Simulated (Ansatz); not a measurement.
Run report: Si4H12O4, geometry relaxation (part 3 of 3)

The same run, continued: Si4H12O4; RKS PBE0-D4/def2-TZVP (Ansatz 0.2.0). The geometry is a transition state displaced along its imaginary mode. The reaction was set up to form Si1–O10 and O2–H9 and to break Si1–O2 and H9–O10 (atoms counted from 1 in the order of the input); sticks are drawn by distance alone.

Trajectory as extended XYZ, continued:
```
20
Properties=species:S:1:pos:R:3:forces:R:3 step=41 energy=-39884.31798
Si   -1.5742    0.4547    0.8628    0.0114   0.0060  -0.0026
O     0.2046    0.5475   -2.0680    0.0026  -0.0064   0.0003
Si    1.0530   -0.8486   -2.2299    0.0048   0.0102  -0.0003
O    -0.4595    1.5869    1.1481   -0.0098   0.0004   0.0059
Si    0.9863    2.2607    0.7407    0.0034  -0.0074  -0.0030
O    -0.9322   -1.0243    0.8382    0.0104  -0.0257   0.0223
Si   -0.0054   -2.1613    1.5747   -0.0014   0.0237  -0.0158
H    -2.6214    0.5821    1.8917    0.0014  -0.0002  -0.0016
H    -0.7132    0.4945   -1.7632   -0.0014  -0.0005   0.0008
O    -2.2213    0.6226   -0.6449   -0.0029   0.0071   0.0001
H     0.2143   -1.9418   -2.7937   -0.0001  -0.0002   0.0024
H     2.1884   -0.5613   -3.1401   -0.0033  -0.0004  -0.0016
H     1.6064   -1.3186   -0.9283   -0.0044  -0.0040  -0.0002
H     1.9833    1.2058    0.4373   -0.0008   0.0016  -0.0001
H     0.8139    3.1670   -0.4187    0.0004  -0.0003   0.0043
H     1.4417    3.0426    1.9177   -0.0026   0.0003  -0.0030
H     0.1518   -3.3043    0.6454   -0.0007   0.0086   0.0076
H    -0.6825   -2.6139    2.8180    0.0022   0.0032  -0.0088
H     1.3220   -1.5922    1.9203   -0.0135  -0.0078  -0.0044
H    -2.7563    1.4019   -0.8082    0.0044  -0.0084  -0.0022
20
Properties=species:S:1:pos:R:3:forces:R:3 step=44 energy=-39884.31821
Si   -1.5818    0.4561    0.8606   -0.0043  -0.0118  -0.0063
O     0.2100    0.5460   -2.0628    0.0013   0.0006   0.0002
Si    1.0489   -0.8538   -2.2382    0.0032  -0.0052  -0.0041
O    -0.4651    1.5840    1.1528   -0.0042   0.0049   0.0049
Si    0.9855    2.2514    0.7522    0.0078  -0.0035  -0.0048
O    -0.9461   -1.0260    0.8457    0.0096  -0.0074   0.0107
Si    0.0033   -2.1470    1.5772   -0.0023   0.0156  -0.0041
H    -2.6374    0.5898    1.8799    0.0003   0.0013   0.0001
H    -0.7088    0.4958   -1.7601   -0.0008  -0.0005  -0.0004
O    -2.2172    0.6223   -0.6526    0.0066  -0.0035   0.0054
H     0.2027   -1.9358   -2.8129    0.0018   0.0035   0.0038
H     2.1863   -0.5666   -3.1457   -0.0013   0.0013   0.0010
H     1.5975   -1.3415   -0.9408   -0.0039   0.0014  -0.0019
H     1.9782    1.1930    0.4475    0.0000  -0.0014   0.0001
H     0.8208    3.1627   -0.4042    0.0004   0.0019   0.0028
H     1.4413    3.0261    1.9336   -0.0018   0.0025  -0.0014
H     0.1657   -3.2924    0.6531   -0.0011  -0.0012  -0.0017
H    -0.6561   -2.6015    2.8287   -0.0001  -0.0003  -0.0002
H     1.3268   -1.5610    1.9070   -0.0082  -0.0016  -0.0032
H    -2.7546    1.3984   -0.8211   -0.0031   0.0031  -0.0007
20
Properties=species:S:1:pos:R:3:forces:R:3 step=47 energy=-39884.31827
Si   -1.5857    0.4574    0.8624   -0.0023  -0.0013  -0.0018
O     0.2107    0.5476   -2.0638   -0.0022   0.0017  -0.0003
Si    1.0495   -0.8517   -2.2430    0.0008  -0.0020   0.0010
O    -0.4687    1.5854    1.1544    0.0029   0.0003  -0.0016
Si    0.9861    2.2452    0.7542   -0.0021  -0.0013   0.0001
O    -0.9524   -1.0255    0.8558   -0.0004   0.0067   0.0013
Si    0.0050   -2.1428    1.5806    0.0005  -0.0055  -0.0006
H    -2.6448    0.5972    1.8772    0.0002  -0.0004  -0.0005
H    -0.7078    0.4962   -1.7601    0.0011   0.0002   0.0001
O    -2.2153    0.6187   -0.6535   -0.0013   0.0016  -0.0017
H     0.2043   -1.9310   -2.8232   -0.0003  -0.0004  -0.0017
H     2.1893   -0.5611   -3.1463   -0.0001   0.0002   0.0007
H     1.5930   -1.3447   -0.9457    0.0005   0.0002   0.0001
H     1.9741    1.1813    0.4537    0.0002  -0.0002   0.0004
H     0.8277    3.1551   -0.4041   -0.0005   0.0005   0.0003
H     1.4428    3.0213    1.9343    0.0004  -0.0002   0.0002
H     0.1642   -3.2881    0.6557   -0.0003  -0.0010  -0.0003
H    -0.6443   -2.5994    2.8367    0.0008   0.0009   0.0007
H     1.3287   -1.5527    1.9001    0.0013   0.0011   0.0017
H    -2.7565    1.3916   -0.8255    0.0008  -0.0012   0.0019
20
Properties=species:S:1:pos:R:3:forces:R:3 step=50 energy=-39884.31830
Si   -1.5878    0.4581    0.8632    0.0035   0.0049   0.0066
O     0.2091    0.5498   -2.0664    0.0035  -0.0058  -0.0003
Si    1.0496   -0.8485   -2.2472   -0.0005   0.0057  -0.0021
O    -0.4704    1.5866    1.1522   -0.0025  -0.0024  -0.0024
Si    0.9871    2.2406    0.7528    0.0010  -0.0009   0.0010
O    -0.9547   -1.0245    0.8652    0.0017  -0.0042  -0.0017
Si    0.0065   -2.1407    1.5868   -0.0009   0.0015  -0.0008
H    -2.6489    0.6028    1.8752   -0.0001   0.0003   0.0004
H    -0.7091    0.4969   -1.7620   -0.0022   0.0006   0.0009
O    -2.2156    0.6144   -0.6540   -0.0014  -0.0010  -0.0018
H     0.2116   -1.9226   -2.8478    0.0008   0.0005   0.0016
H     2.2000   -0.5496   -3.1342   -0.0006  -0.0001   0.0012
H     1.5776   -1.3528   -0.9478   -0.0011  -0.0011  -0.0014
H     1.9704    1.1729    0.4499    0.0000   0.0008   0.0002
H     0.8322    3.1536   -0.4036    0.0002   0.0008   0.0005
H     1.4481    3.0121    1.9344   -0.0004   0.0002  -0.0009
H     0.1593   -3.2888    0.6639   -0.0008   0.0012   0.0018
H    -0.6351   -2.5930    2.8483    0.0003  -0.0001  -0.0014
H     1.3325   -1.5504    1.8968   -0.0006  -0.0006  -0.0002
H    -2.7625    1.3832   -0.8258    0.0001  -0.0003  -0.0015
20
Properties=species:S:1:pos:R:3:forces:R:3 step=53 energy=-39884.31835
Si   -1.5906    0.4596    0.8663   -0.0003  -0.0022  -0.0008
O     0.2065    0.5499   -2.0595   -0.0035  -0.0003   0.0000
Si    1.0524   -0.8424   -2.2584    0.0068  -0.0095  -0.0021
O    -0.4721    1.5890    1.1468    0.0001  -0.0011  -0.0033
Si    0.9891    2.2351    0.7485    0.0004   0.0014  -0.0004
O    -0.9592   -1.0236    0.8805   -0.0014  -0.0008  -0.0013
Si    0.0055   -2.1377    1.6001    0.0022   0.0051   0.0011
H    -2.6524    0.6138    1.8763    0.0007  -0.0002  -0.0001
H    -0.7123    0.4907   -1.7578    0.0021   0.0008  -0.0005
O    -2.2184    0.6039   -0.6525   -0.0004   0.0016   0.0057
H     0.2282   -1.9026   -2.9030    0.0071   0.0093   0.0055
H     2.2198   -0.5189   -3.1146   -0.0075  -0.0020   0.0044
H     1.5553   -1.3797   -0.9618   -0.0046   0.0022  -0.0076
H     1.9667    1.1629    0.4429    0.0000  -0.0004   0.0007
H     0.8393    3.1521   -0.4053    0.0002  -0.0004   0.0010
H     1.4551    3.0008    1.9319   -0.0006   0.0005  -0.0005
H     0.1466   -3.2922    0.6836   -0.0010  -0.0009   0.0005
H    -0.6251   -2.5797    2.8708   -0.0001  -0.0008  -0.0012
H     1.3361   -1.5492    1.8935   -0.0019  -0.0009  -0.0005
H    -2.7704    1.3682   -0.8285    0.0016  -0.0011  -0.0007
20
Properties=species:S:1:pos:R:3:forces:R:3 step=56 energy=-39884.31842
Si   -1.5931    0.4597    0.8705   -0.0005   0.0009  -0.0006
O     0.2015    0.5508   -2.0505    0.0009  -0.0062  -0.0016
Si    1.0561   -0.8337   -2.2668    0.0030  -0.0043  -0.0009
O    -0.4718    1.5893    1.1382    0.0033  -0.0009  -0.0015
Si    0.9923    2.2287    0.7395   -0.0030  -0.0015   0.0013
O    -0.9655   -1.0249    0.8944   -0.0021   0.0019  -0.0015
Si    0.0031   -2.1364    1.6120    0.0036  -0.0013   0.0028
H    -2.6513    0.6238    1.8827    0.0002  -0.0001  -0.0003
H    -0.7181    0.4835   -1.7527    0.0021   0.0001  -0.0006
O    -2.2257    0.5935   -0.6473   -0.0002  -0.0009   0.0008
H     0.2523   -1.8769   -2.9630    0.0077   0.0104   0.0052
H     2.2438   -0.4818   -3.0830   -0.0102  -0.0033   0.0061
H     1.5260   -1.4078   -0.9736   -0.0032   0.0030  -0.0085
H     1.9670    1.1519    0.4409   -0.0001   0.0002   0.0000
H     0.8484    3.1420   -0.4177   -0.0003   0.0004  -0.0001
H     1.4585    2.9975    1.9210    0.0001  -0.0001   0.0000
H     0.1311   -3.2984    0.7027   -0.0011   0.0016   0.0024
H    -0.6154   -2.5672    2.8926    0.0003  -0.0004  -0.0028
H     1.3386   -1.5503    1.8872   -0.0008  -0.0003  -0.0007
H    -2.7778    1.3567   -0.8272    0.0004   0.0007   0.0007
20
Properties=species:S:1:pos:R:3:forces:R:3 step=59 energy=-39884.31848
Si   -1.5958    0.4596    0.8746    0.0022   0.0029   0.0005
O     0.1966    0.5500   -2.0429    0.0019  -0.0072  -0.0017
Si    1.0595   -0.8268   -2.2759    0.0022  -0.0053  -0.0036
O    -0.4714    1.5887    1.1310   -0.0015  -0.0028   0.0018
Si    0.9945    2.2226    0.7313   -0.0001   0.0000  -0.0003
O    -0.9715   -1.0261    0.9078   -0.0010  -0.0005   0.0000
Si    0.0016   -2.1341    1.6246    0.0009   0.0017   0.0016
H    -2.6508    0.6332    1.8886    0.0001   0.0002  -0.0008
H    -0.7236    0.4746   -1.7493    0.0006   0.0013   0.0006
O    -2.2325    0.5843   -0.6422   -0.0002  -0.0015  -0.0022
H     0.2783   -1.8492   -3.0266    0.0080   0.0109   0.0072
H     2.2683   -0.4478   -3.0478   -0.0106  -0.0039   0.0080
H     1.4928   -1.4399   -0.9878   -0.0024   0.0044  -0.0104
H     1.9661    1.1425    0.4338   -0.0002   0.0006  -0.0003
H     0.8538    3.1360   -0.4262    0.0000  -0.0002  -0.0002
H     1.4637    2.9906    1.9121    0.0004  -0.0004   0.0002
H     0.1179   -3.3037    0.7236   -0.0001   0.0006   0.0011
H    -0.6051   -2.5535    2.9145    0.0002  -0.0003  -0.0015
H     1.3410   -1.5488    1.8819   -0.0006  -0.0006  -0.0009
H    -2.7833    1.3477   -0.8254    0.0000   0.0002   0.0009
20
Properties=species:S:1:pos:R:3:forces:R:3 step=62 energy=-39884.31856
Si   -1.5992    0.4588    0.8787    0.0004  -0.0036  -0.0044
O     0.1906    0.5493   -2.0360   -0.0020   0.0001   0.0000
Si    1.0622   -0.8179   -2.2895    0.0055  -0.0100  -0.0044
O    -0.4712    1.5862    1.1246   -0.0009   0.0006   0.0010
Si    0.9970    2.2135    0.7231    0.0004   0.0012  -0.0008
O    -0.9793   -1.0283    0.9248   -0.0040   0.0003   0.0021
Si    0.0007   -2.1290    1.6430    0.0019  -0.0009  -0.0001
H    -2.6534    0.6447    1.8913    0.0001  -0.0003  -0.0001
H    -0.7300    0.4656   -1.7455    0.0017  -0.0001  -0.0002
O    -2.2377    0.5715   -0.6387    0.0022   0.0036   0.0032
H     0.3109   -1.8105   -3.1077    0.0069   0.0091   0.0083
H     2.2968   -0.4086   -3.0023   -0.0082  -0.0031   0.0054
H     1.4492   -1.4808   -1.0114   -0.0033   0.0040  -0.0092
H     1.9628    1.1301    0.4193    0.0000  -0.0004   0.0001
H     0.8577    3.1323   -0.4302    0.0007  -0.0007   0.0001
H     1.4736    2.9743    1.9058   -0.0002   0.0001  -0.0005
H     0.1024   -3.3108    0.7562    0.0004   0.0012   0.0004
H    -0.5897   -2.5306    2.9462    0.0012   0.0011  -0.0011
H     1.3449   -1.5438    1.8743   -0.0017  -0.0009  -0.0001
H    -2.7884    1.3341   -0.8261   -0.0010  -0.0013   0.0001
20
Properties=species:S:1:pos:R:3:forces:R:3 step=65 energy=-39884.31861
Si   -1.6032    0.4584    0.8824    0.0026   0.0010  -0.0012
O     0.1870    0.5496   -2.0286    0.0021  -0.0047  -0.0015
Si    1.0647   -0.8109   -2.2982    0.0017  -0.0082   0.0004
O    -0.4716    1.5842    1.1197    0.0000  -0.0013   0.0019
Si    0.9990    2.2044    0.7158   -0.0004  -0.0012  -0.0019
O    -0.9880   -1.0303    0.9387   -0.0014  -0.0005   0.0033
Si    0.0015   -2.1239    1.6546    0.0020   0.0020  -0.0006
H    -2.6559    0.6541    1.8947    0.0001   0.0001  -0.0007
H    -0.7346    0.4598   -1.7432   -0.0002   0.0007  -0.0001
O    -2.2431    0.5638   -0.6348   -0.0003   0.0006  -0.0005
H     0.3407   -1.7740   -3.1743    0.0083   0.0113   0.0066
H     2.3230   -0.3792   -2.9544   -0.0120  -0.0057   0.0061
H     1.4052   -1.5184   -1.0308   -0.0005   0.0068  -0.0114
H     1.9607    1.1161    0.4155    0.0002   0.0003   0.0008
H     0.8643    3.1204   -0.4401   -0.0003   0.0007   0.0007
H     1.4788    2.9665    1.8964   -0.0001  -0.0001  -0.0001
H     0.0901   -3.3152    0.7791   -0.0007   0.0004   0.0014
H    -0.5699   -2.5106    2.9707    0.0004  -0.0002  -0.0026
H     1.3495   -1.5377    1.8602   -0.0016  -0.0006  -0.0003
H    -2.7983    1.3229   -0.8233    0.0001  -0.0013  -0.0004
20
Properties=species:S:1:pos:R:3:forces:R:3 step=68 energy=-39884.31866
Si   -1.6047    0.4582    0.8833   -0.0011  -0.0004  -0.0018
O     0.1872    0.5495   -2.0238   -0.0015   0.0016   0.0008
Si    1.0645   -0.8090   -2.3031    0.0013  -0.0009  -0.0028
O    -0.4717    1.5830    1.1186    0.0009  -0.0015  -0.0007
Si    0.9997    2.2007    0.7142   -0.0004   0.0012   0.0006
O    -0.9919   -1.0312    0.9459   -0.0012   0.0003   0.0026
Si    0.0026   -2.1206    1.6610    0.0007  -0.0002  -0.0006
H    -2.6587    0.6592    1.8932   -0.0002  -0.0001   0.0001
H    -0.7352    0.4586   -1.7416    0.0010  -0.0001  -0.0001
O    -2.2433    0.5591   -0.6349    0.0011   0.0010   0.0003
H     0.3504   -1.7545   -3.2049   -0.0003  -0.0007   0.0015
H     2.3316   -0.3712   -2.9360    0.0007   0.0005   0.0006
H     1.3867   -1.5373   -1.0436   -0.0008  -0.0003  -0.0002
H     1.9599    1.1114    0.4131   -0.0001  -0.0001   0.0000
H     0.8659    3.1184   -0.4405    0.0002  -0.0002  -0.0003
H     1.4813    2.9610    1.8953    0.0001   0.0000   0.0000
H     0.0865   -3.3163    0.7912    0.0002   0.0003   0.0000
H    -0.5605   -2.5014    2.9821    0.0001  -0.0001  -0.0001
H     1.3514   -1.5326    1.8555    0.0000  -0.0001  -0.0003
H    -2.8017    1.3152   -0.8251   -0.0006  -0.0001   0.0004
20
Properties=species:S:1:pos:R:3:forces:R:3 step=71 energy=-39884.31868
Si   -1.6082    0.4581    0.8855   -0.0020  -0.0010  -0.0011
O     0.1869    0.5498   -2.0177   -0.0004   0.0005   0.0001
Si    1.0649   -0.8054   -2.3113    0.0002  -0.0008   0.0001
O    -0.4721    1.5805    1.1165    0.0024  -0.0007  -0.0024
Si    1.0011    2.1938    0.7113   -0.0014   0.0007   0.0010
O    -1.0002   -1.0327    0.9589   -0.0006   0.0008   0.0026
Si    0.0047   -2.1149    1.6704    0.0006   0.0000  -0.0009
H    -2.6638    0.6684    1.8919    0.0000  -0.0001   0.0000
H    -0.7366    0.4563   -1.7397    0.0007  -0.0003  -0.0003
O    -2.2446    0.5523   -0.6342    0.0007   0.0004   0.0002
H     0.3699   -1.7236   -3.2551   -0.0002   0.0000   0.0002
H     2.3489   -0.3565   -2.9008    0.0002   0.0004  -0.0002
H     1.3519   -1.5686   -1.0639   -0.0003   0.0002   0.0001
H     1.9585    1.1019    0.4111    0.0001  -0.0001   0.0000
H     0.8700    3.1116   -0.4435    0.0000   0.0001   0.0000
H     1.4848    2.9531    1.8923    0.0000   0.0001  -0.0001
H     0.0795   -3.3176    0.8094   -0.0001  -0.0001   0.0000
H    -0.5415   -2.4857    3.0015   -0.0002  -0.0002  -0.0002
H     1.3550   -1.5239    1.8434    0.0000   0.0000   0.0000
H    -2.8093    1.3034   -0.8260    0.0003   0.0002   0.0008
```

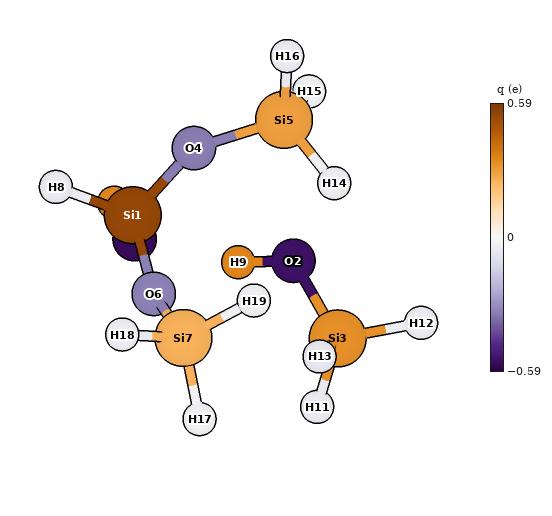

Mulliken charges, as the colour of each atom (ball-and-stick view, seen at an oblique angle; atoms are numbered from 1 in the order of the input). By element: Si +0.25 to +0.54, O −0.56 to −0.32 and H −0.05 to +0.34 e.

This output came from the following input.

Input:
```yaml
crystal:
  periodic: [false, false, false]
  atoms:
    - {symbol: Si, position_ang: [-1.009446, 0.252210, 0.452886]}
    - {symbol: O, position_ang: [-0.024608, 0.416644, -1.304634]}
    - {symbol: Si, position_ang: [1.080570, -0.661772, -1.949524]}
    - {symbol: O, position_ang: [-0.150464, 1.543203, 1.008410]}
    - {symbol: Si, position_ang: [1.049129, 2.552416, 0.526172]}
    - {symbol: O, position_ang: [-0.235568, -1.211402, 0.603552]}
    - {symbol: Si, position_ang: [-0.308388, -2.493265, 1.643681]}
    - {symbol: H, position_ang: [-2.025334, 0.121505, 1.509263]}
    - {symbol: H, position_ang: [-0.910995, 0.597612, -1.554042]}
    - {symbol: O, position_ang: [-2.145817, 0.553342, -0.818665]}
    - {symbol: H, position_ang: [0.446225, -1.970341, -2.217223]}
    - {symbol: H, position_ang: [1.525952, -0.041634, -3.217159]}
    - {symbol: H, position_ang: [2.233710, -0.815807, -1.033976]}
    - {symbol: H, position_ang: [2.275009, 1.798427, 0.146622]}
    - {symbol: H, position_ang: [0.615150, 3.375433, -0.633769]}
    - {symbol: H, position_ang: [1.374127, 3.453478, 1.659921]}
    - {symbol: H, position_ang: [-0.523063, -3.742666, 0.863686]}
    - {symbol: H, position_ang: [-1.418649, -2.331226, 2.615020]}
    - {symbol: H, position_ang: [0.972687, -2.615009, 2.388786]}
    - {symbol: H, position_ang: [-2.820326, 1.218951, -0.689105]}
basis:
  gaussian: {orbitals: def2-TZVP}
hamiltonian: {xc: pbe0, dispersion: d4}
relax: {f_tol: 0.005, max_steps: 200}
```

Launch command:
```bash
ansatz run in.yaml --threads 4 --pin off --events-out ev --progress --plain --max-ram 63488MiB --backend cuda --devices 0, --max-vram 37GiB
```

Summary:

| quantity | value |
| --- | --- |
| outcome | converged |
| total energy | −39884.3187 eV |
| mean-field energy | −39883.7933 eV |
| dispersion energy | −0.5254 eV |
| SCF solution under orbital rotations | stable |
| largest force (length of the vector) at the end | 0.003 eV/Å |
| dipole moment | 1.83 D |
| hardware | 4 CPU threads, shared host |
| wall time | 2 min (CPU time 3.5 min) |
| peak memory | 1.1 GiB |
